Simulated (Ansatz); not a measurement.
**Run report: B₂H₂Cl₄, molecular dynamics (part 2 of 2)**

Continued. System: B₂H₂Cl₄, SMILES Cl[BH-]1[Cl+][BH-](Cl)[Cl+]1. Method: RKS r2SCAN-rvv10/def2-SVP (Ansatz 0.2.0). The geometry comes from this level: PBE0-D4/def2-TZVP.

Geometry of the input (Å):
```
Cl 0.8593  0.3726  2.5750
B  1.0054  0.3422  0.8163
Cl -0.4145  1.3717  -0.0638
B  -1.0042  -0.3419  -0.8161
Cl -0.8757  -0.3776  -2.5760
Cl 0.4238  -1.3694  0.0531
H  2.0423  0.6384  0.3244
H  -2.0363  -0.6361  -0.3129
```

### Trajectory as extended XYZ, continued
```
8
Properties=species:S:1:pos:R:3:forces:R:3 step=8 time_fs=16.0 energy=-51455.28186 temperature=134.6
Cl    0.8583    0.3539    2.5675    0.2030   0.0505  -0.6000
B     1.0673    0.2839    0.7767    0.1765   0.4809   0.4159
Cl   -0.4411    1.3931   -0.0998   -0.1406  -0.2833   0.1611
B    -1.1712   -0.3251   -0.8298    1.1931   0.5033   0.2271
Cl   -0.8404   -0.3654   -2.5345   -0.3172  -0.1602  -0.6181
Cl    0.4502   -1.3708    0.0737   -0.4137  -0.3875  -0.0863
H     2.1197    0.6339    0.2578   -0.5434  -0.1200   0.3226
H    -2.1901   -0.6615   -0.3261   -0.1577  -0.0837   0.1777
8
Properties=species:S:1:pos:R:3:forces:R:3 step=9 time_fs=18.0 energy=-51455.27941 temperature=131.0
Cl    0.8591    0.3517    2.5634    0.1817   0.0687  -0.4505
B     1.0731    0.2828    0.7828   -0.1093   0.3043   0.4119
Cl   -0.4448    1.3951   -0.1038   -0.1822  -0.3069   0.1798
B    -1.1804   -0.3161   -0.8220    0.6070   0.2071   0.3567
Cl   -0.8368   -0.3645   -2.5336   -0.3889  -0.1509  -0.4213
Cl    0.4518   -1.3732    0.0758   -0.3900  -0.3083  -0.0620
H     2.1104    0.6363    0.2708   -0.2678  -0.0312   0.1623
H    -2.2228   -0.6872   -0.3083    0.5495   0.2172  -0.1768
8
Properties=species:S:1:pos:R:3:forces:R:3 step=10 time_fs=20.0 energy=-51455.26573 temperature=116.0
Cl    0.8601    0.3495    2.5588    0.1498   0.0875  -0.2541
B     1.0786    0.2829    0.7904   -0.6438   0.0199   0.4966
Cl   -0.4487    1.3968   -0.1076   -0.2177  -0.3074   0.2004
B    -1.1874   -0.3065   -0.8129    0.4767   0.0423   0.2354
Cl   -0.8336   -0.3639   -2.5332   -0.4573  -0.1379  -0.2155
Cl    0.4529   -1.3759    0.0777   -0.3563  -0.2194  -0.0337
H     2.0908    0.6375    0.2901    0.2720   0.1511  -0.1344
H    -2.2346   -0.7047   -0.2972    0.7766   0.3638  -0.2946
8
Properties=species:S:1:pos:R:3:forces:R:3 step=11 time_fs=22.0 energy=-51455.26831 temperature=117.7
Cl    0.8612    0.3474    2.5539    0.1051   0.1051  -0.0025
B     1.0817    0.2830    0.7998   -0.8472  -0.1571   0.3722
Cl   -0.4528    1.3982   -0.1112   -0.2439  -0.2888   0.2259
B    -1.1927   -0.2967   -0.8029    0.9181   0.0988  -0.1859
Cl   -0.8309   -0.3633   -2.5330   -0.5181  -0.1221  -0.0156
Cl    0.4536   -1.3789    0.0797   -0.3150  -0.1314  -0.0011
H     2.0816    0.6445    0.3042    0.5024   0.2258  -0.2794
H    -2.2166   -0.7083   -0.2974    0.3985   0.2697  -0.1135
8
Properties=species:S:1:pos:R:3:forces:R:3 step=12 time_fs=24.0 energy=-51455.26981 temperature=117.7
Cl    0.8624    0.3455    2.5491    0.0496   0.1212   0.2996
B     1.0818    0.2825    0.8105   -0.4130  -0.0950  -0.1132
Cl   -0.4572    1.3993   -0.1145   -0.2557  -0.2511   0.2552
B    -1.1947   -0.2865   -0.7936    1.6687   0.3093  -0.7478
Cl   -0.8288   -0.3630   -2.5328   -0.5627  -0.1056   0.1469
Cl    0.4539   -1.3820    0.0816   -0.2698  -0.0506   0.0321
H     2.0916    0.6601    0.3076    0.1196   0.0706  -0.1145
H    -2.1833   -0.7015   -0.3020   -0.3366   0.0012   0.2417
8
Properties=species:S:1:pos:R:3:forces:R:3 step=14 time_fs=28.0 energy=-51455.26758 temperature=116.0
Cl    0.8650    0.3420    2.5407   -0.0549   0.1479   0.8760
B     1.0796    0.2810    0.8288    0.3463   0.0394  -0.9870
Cl   -0.4668    1.4007   -0.1203   -0.1940  -0.0810   0.3111
B    -1.1799   -0.2627   -0.7840    1.2831   0.0026  -0.7621
Cl   -0.8264   -0.3625   -2.5318   -0.5639  -0.0778   0.2366
Cl    0.4538   -1.3883    0.0856   -0.1710   0.0919   0.0742
H     2.1063    0.6914    0.3102   -0.5143  -0.2179   0.1673
H    -2.1676   -0.6925   -0.2779   -0.1312   0.0948   0.0839
8
Properties=species:S:1:pos:R:3:forces:R:3 step=15 time_fs=30.0 energy=-51455.27487 temperature=125.5
Cl    0.8663    0.3405    2.5377   -0.0866   0.1560   1.0465
B     1.0800    0.2805    0.8332    0.0631  -0.1279  -0.9621
Cl   -0.4719    1.4012   -0.1227   -0.1181   0.0524   0.3361
B    -1.1645   -0.2502   -0.7838    0.4691  -0.3955  -0.3719
Cl   -0.8262   -0.3624   -2.5310   -0.5240  -0.0696   0.1759
Cl    0.4535   -1.3913    0.0877   -0.1228   0.1499   0.0768
H     2.0866    0.6960    0.3201   -0.1816  -0.1059  -0.0185
H    -2.1773   -0.6868   -0.2554    0.5009   0.3407  -0.2829
8
Properties=species:S:1:pos:R:3:forces:R:3 step=16 time_fs=32.0 energy=-51455.27577 temperature=129.2
Cl    0.8674    0.3392    2.5360   -0.0985   0.1600   1.1081
B     1.0806    0.2795    0.8341   -0.4513  -0.3707  -0.7156
Cl   -0.4771    1.4018   -0.1247   -0.0188   0.2004   0.3633
B    -1.1474   -0.2391   -0.7848    0.1005  -0.5737  -0.1968
Cl   -0.8265   -0.3624   -2.5299   -0.4691  -0.0664   0.0812
Cl    0.4530   -1.3942    0.0899   -0.0779   0.1924   0.0720
H     2.0600    0.6965    0.3293    0.3628   0.1030  -0.3104
H    -2.1677   -0.6680   -0.2438    0.6522   0.3549  -0.4018
8
Properties=species:S:1:pos:R:3:forces:R:3 step=18 time_fs=36.0 energy=-51455.30755 temperature=166.1
Cl    0.8694    0.3370    2.5360   -0.0699   0.1609   0.9628
B     1.0765    0.2733    0.8288   -0.1612  -0.2021  -0.6983
Cl   -0.4876    1.4038   -0.1276    0.2292   0.4904   0.4302
B    -1.1114   -0.2228   -0.7895    0.7385  -0.2904  -0.5815
Cl   -0.8286   -0.3626   -2.5277   -0.3275  -0.0733  -0.1767
Cl    0.4518   -1.3993    0.0946   -0.0129   0.2146   0.0500
H     2.0545    0.7114    0.3090    0.0959  -0.0487  -0.1452
H    -2.0900   -0.5990   -0.2592   -0.4921  -0.2515   0.1588
8
Properties=species:S:1:pos:R:3:forces:R:3 step=19 time_fs=38.0 energy=-51455.30067 temperature=161.2
Cl    0.8703    0.3362    2.5376   -0.0340   0.1584   0.7635
B     1.0728    0.2687    0.8227    0.3016   0.0651  -0.7544
Cl   -0.4925    1.4055   -0.1283    0.3632   0.6177   0.4628
B    -1.0903   -0.2165   -0.7945    0.6868  -0.2871  -0.5414
Cl   -0.8302   -0.3628   -2.5268   -0.2371  -0.0815  -0.3627
Cl    0.4511   -1.4015    0.0970    0.0044   0.2027   0.0261
H     2.0655    0.7200    0.2858   -0.3682  -0.2698   0.1361
H    -2.0656   -0.5720   -0.2648   -0.7167  -0.4055   0.2700
8
Properties=species:S:1:pos:R:3:forces:R:3 step=20 time_fs=40.0 energy=-51455.30810 temperature=167.1
Cl    0.8711    0.3356    2.5401    0.0124   0.1539   0.4899
B     1.0702    0.2644    0.8138    0.3672   0.1625  -0.5192
Cl   -0.4970    1.4079   -0.1286    0.4842   0.7165   0.4855
B    -1.0668   -0.2113   -0.8014   -0.1665  -0.5701  -0.0255
Cl   -0.8321   -0.3631   -2.5263   -0.1359  -0.0903  -0.5894
Cl    0.4505   -1.4035    0.0994    0.0151   0.1836  -0.0093
H     2.0623    0.7182    0.2678   -0.4418  -0.3059   0.2099
H    -2.0686   -0.5605   -0.2600   -0.1345  -0.2501  -0.0420
8
Properties=species:S:1:pos:R:3:forces:R:3 step=21 time_fs=42.0 energy=-51455.29832 temperature=155.4
Cl    0.8719    0.3351    2.5431    0.0635   0.1483   0.1821
B     1.0689    0.2606    0.8031   -0.0095   0.0588  -0.0001
Cl   -0.5010    1.4110   -0.1283    0.5768   0.7640   0.4938
B    -1.0438   -0.2081   -0.8084   -1.0162  -0.8320   0.4966
Cl   -0.8341   -0.3635   -2.5264   -0.0373  -0.0966  -0.8104
Cl    0.4499   -1.4053    0.1018    0.0184   0.1574  -0.0505
H     2.0422    0.7047    0.2578   -0.0772  -0.1301   0.0391
H    -2.0767   -0.5586   -0.2569    0.4815  -0.0698  -0.3506
8
Properties=species:S:1:pos:R:3:forces:R:3 step=22 time_fs=44.0 energy=-51455.27816 temperature=132.4
Cl    0.8728    0.3348    2.5463    0.1121   0.1433  -0.1074
B     1.0676    0.2570    0.7924   -0.5249  -0.1065   0.5804
Cl   -0.5044    1.4150   -0.1274    0.6370   0.7472   0.4891
B    -1.0245   -0.2079   -0.8136   -1.3076  -0.8841   0.6845
Cl   -0.8362   -0.3640   -2.5274    0.0497  -0.0961  -0.9764
Cl    0.4493   -1.4069    0.1042    0.0151   0.1205  -0.0889
H     2.0192    0.6863    0.2493    0.4282   0.1180  -0.2150
H    -2.0665   -0.5594   -0.2672    0.5905  -0.0422  -0.3663
8
Properties=species:S:1:pos:R:3:forces:R:3 step=24 time_fs=48.0 energy=-51455.26963 temperature=118.7
Cl    0.8751    0.3347    2.5522    0.1708   0.1338  -0.4901
B     1.0591    0.2489    0.7780   -0.0968   0.2132   0.7072
Cl   -0.5090    1.4253   -0.1242    0.6508   0.5139   0.4488
B    -0.9987   -0.2163   -0.8174   -0.3494  -0.4156   0.1117
Cl   -0.8401   -0.3653   -2.5327    0.1801  -0.0682  -1.0683
Cl    0.4482   -1.4098    0.1086   -0.0074   0.0159  -0.1440
H     2.0247    0.6649    0.2076    0.0282  -0.0041   0.0876
H    -1.9958   -0.5712   -0.3185   -0.5764  -0.3890   0.3470
8
Properties=species:S:1:pos:R:3:forces:R:3 step=25 time_fs=50.0 energy=-51455.25787 temperature=106.8
Cl    0.8764    0.3348    2.5544    0.1801   0.1288  -0.5869
B     1.0534    0.2455    0.7749    0.3648   0.4538   0.5364
Cl   -0.5103    1.4314   -0.1218    0.6102   0.3195   0.4092
B    -0.9887   -0.2232   -0.8180   -0.2665  -0.3141   0.0061
Cl   -0.8418   -0.3661   -2.5371    0.2221  -0.0450  -1.0178
Cl    0.4476   -1.4112    0.1106   -0.0157  -0.0278  -0.1670
H     2.0380    0.6573    0.1859   -0.3992  -0.1514   0.3692
H    -1.9801   -0.5955   -0.3322   -0.6959  -0.3638   0.4507
8
Properties=species:S:1:pos:R:3:forces:R:3 step=26 time_fs=52.0 energy=-51455.27115 temperature=120.1
Cl    0.8780    0.3351    2.5559    0.1805   0.1244  -0.6352
B     1.0491    0.2438    0.7737    0.4219   0.4974   0.5653
Cl   -0.5109    1.4378   -0.1190    0.5540   0.1018   0.3555
B    -0.9798   -0.2313   -0.8186   -0.8992  -0.5004   0.2613
Cl   -0.8432   -0.3669   -2.5426    0.2458  -0.0213  -0.9155
Cl    0.4470   -1.4126    0.1124   -0.0178  -0.0518  -0.1906
H     2.0359    0.6440    0.1784   -0.4201  -0.1215   0.3989
H    -1.9911   -0.6338   -0.3286   -0.0650  -0.0285   0.1604
8
Properties=species:S:1:pos:R:3:forces:R:3 step=28 time_fs=56.0 energy=-51455.27570 temperature=129.3
Cl    0.8817    0.3361    2.5570    0.1532   0.1180  -0.5605
B     1.0436    0.2450    0.7781   -0.4113   0.1747   1.0194
Cl   -0.5103    1.4508   -0.1123    0.4323  -0.3498   0.2345
B    -0.9733   -0.2534   -0.8163   -1.3718  -0.5894   0.3525
Cl   -0.8453   -0.3686   -2.5564    0.2282   0.0128  -0.5183
Cl    0.4457   -1.4156    0.1153   -0.0164  -0.0488  -0.2268
H     1.9990    0.6107    0.2001    0.4690   0.2870  -0.1390
H    -1.9990   -0.7011   -0.3138    0.5167   0.3956  -0.1617
8
Properties=species:S:1:pos:R:3:forces:R:3 step=29 time_fs=58.0 energy=-51455.29683 temperature=152.7
Cl    0.8839    0.3367    2.5565    0.1190   0.1146  -0.4063
B     1.0395    0.2469    0.7854   -0.3781   0.1939   0.8504
Cl   -0.5093    1.4568   -0.1085    0.3747  -0.5631   0.1852
B    -0.9775   -0.2677   -0.8131   -0.7395  -0.2461  -0.0550
Cl   -0.8460   -0.3695   -2.5643    0.1907   0.0170  -0.2464
Cl    0.4451   -1.4172    0.1164   -0.0133  -0.0307  -0.2332
H     1.9981    0.6066    0.2087    0.4618   0.2878  -0.1504
H    -1.9737   -0.7139   -0.3149   -0.0152   0.2266   0.0557
8
Properties=species:S:1:pos:R:3:forces:R:3 step=30 time_fs=60.0 energy=-51455.30065 temperature=158.6
Cl    0.8861    0.3376    2.5556    0.0720   0.1109  -0.1757
B     1.0340    0.2495    0.7958    0.1451   0.3971   0.3107
Cl   -0.5078    1.4622   -0.1045    0.3230  -0.7535   0.1460
B    -0.9844   -0.2829   -0.8101    0.0785   0.1907  -0.5510
Cl   -0.8464   -0.3703   -2.5724    0.1398   0.0099   0.0342
Cl    0.4444   -1.4188    0.1173   -0.0151   0.0028  -0.2370
H     2.0149    0.6134    0.2115   -0.0340   0.0893   0.1206
H    -1.9489   -0.7180   -0.3139   -0.7093  -0.0473   0.3522
```

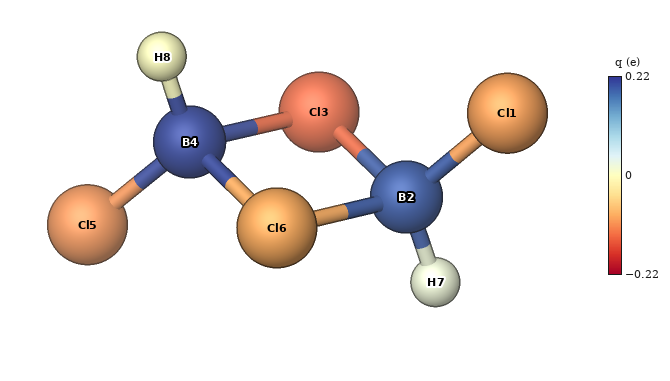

Figure 1. Mulliken charges, as the colour of each atom (ball-and-stick view, seen at a tilt; atoms are numbered from 1 in the order of the input). By element: Cl −0.13 to −0.09, B +0.19 to +0.21 and H 0.00 to +0.02 e.

### Results in brief

```tsv
quantity	value
outcome	finished
mean temperature over the second half	139 K
trajectory	30 steps, 60 fs
ensemble	nve
temperature in the input	300 K
time step	2 fs
potential energy (last step)	−51455.3007 eV
SCF solution under orbital rotations (last step)	stable
largest force (length of the vector) (last step)	0.833 eV/Å
dipole moment (last step)	0.45 D
wall time	2.1 min (CPU time 8.2 min)
peak memory	0.48 GiB
```

### Remarks

So short a trajectory is not equilibrated.
